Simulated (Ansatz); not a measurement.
## AlN: response to strain

Take AlN in the wurtzite structure (space group P6_3mc, No. 186; a = 3.089 Å, c = 4.943 Å) as the base.

Strains are applied to the cell and any free atomic positions relax.

Calculations: LDA/PAW in Ansatz (a first-principles code), without spin-orbit coupling.

Notes on the quantities. pressure: mean of the normal stresses, compression positive.

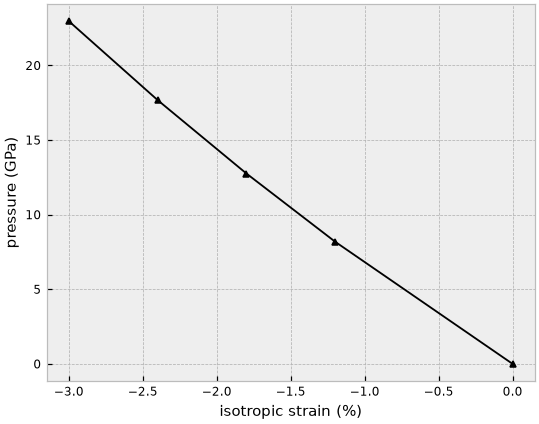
Figure: Pressure against isotropic strain

From the plot, what is the pressure for isotropic strain −3.00 %?

About 23 GPa.

Is the trend monotonic over the range shown?

Yes, it falls throughout, spanning -0.01 GPa to 22.96 GPa.

No phonon test of stability was made.
